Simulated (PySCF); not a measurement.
# AsH₃: structure of the singlet

Aim: relax AsH₃ as a singlet from a T-shaped start, check by its vibrations whether the end is a minimum, and collect its spectrum and constants.

Computed with PySCF 2.14.0. Level: PBE0, basis As def2-TZVP, H def2-TZVP, no relativity, density fitting.

## 1. The system as given

4 atoms, charge 0, spin multiplicity 1.

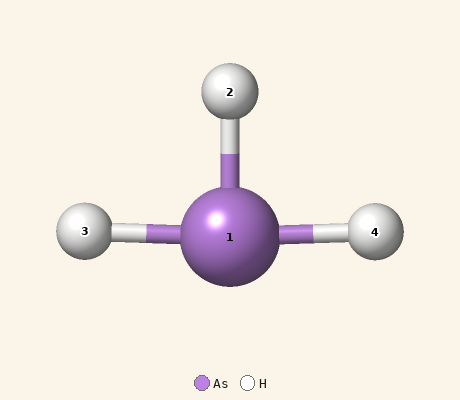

Start geometry, drawn with arsenic purple, hydrogen white; atoms are numbered from 1 in the order of the file.

Coordinates in bohr (charge 0 multiplicity 1):
```
As    0.0000    0.0000    0.0000
H     0.0000    0.0000    2.8913
H     2.8896    0.0000    0.1009
H    -2.8896    0.0000    0.1009
```

## 2. The SCF at the typed geometry

The steps below are one call of a driver around PySCF. For each, scf.py gives the equivalent set-up of the SCF; relaxations use the driver's own optimiser. After this first run the driver tries any further starts and a stability analysis.

The input, scf.py:

```python
from pyscf import gto, scf, dft
mol = gto.M(atom='''
As     0.000000     0.000000     0.000000
H      0.000000     0.000000     1.530000
H      1.529100     0.000000     0.053400
H     -1.529100     0.000000     0.053400''',
    basis={'As': 'def2-TZVP', 'H': 'def2-TZVP'},
    charge=0, spin=0)
mf = dft.RKS(mol, xc='PBE0')
mf.grids.atom_grid = (50, 194)
aux = {'As': 'def2-universal-JKFIT', 'H': 'def2-universal-JKFIT'}
mf = mf.density_fit(auxbasis=aux)
mf.conv_tol = 1e-08
mf.diis_space = 10
mf.max_cycle = 60
mf.init_guess = 'minao'
mf.verbose = 4
mf.kernel()
```

Started as:

```sh
$ OMP_NUM_THREADS=2 python axn.py task.json out
```

Further steps of the session: Relaxing the singlet from the T-shaped start; Frequencies; Leaving the saddle point; Hessian and properties.

Before running it: what results should come out? Wanted: minimum; geometry; wavenumbers; dipole moment; highest occupied, lowest empty level; polar-tensor charge of As1; zero-point energy; atomisation energy.

The runs gave:

| quantity | value |
| --- | --- |
| minimum | singlet, C3v |
| geometry | As–H 1.522 Å (×3); H–As–H 92.0° (×3) |
| wavenumbers (cm⁻¹) | 922 (a1), 1018 (e), 2215 (a1), 2229 (e) |
| dipole moment | 0.34 D |
| highest occupied, lowest empty level | -7.81, 0.68 eV |
| polar-tensor charge of As1 | +0.39 e |
| zero-point energy | 57.6 kJ/mol |
| entropy at 298.15 K | 222.9 J/(mol K) |
| atomisation energy (no zero-point energy) | 900 kJ/mol |

In words: From C2v at the start the molecule goes to a C3v minimum, after a stop at a saddle point 163.8 kJ/mol higher, from which it was pushed off along an imaginary mode. The strongest infrared band lies at 2229 cm⁻¹ (e, stretch). Only this shape and spin were tried, so other structures or states may lie lower.
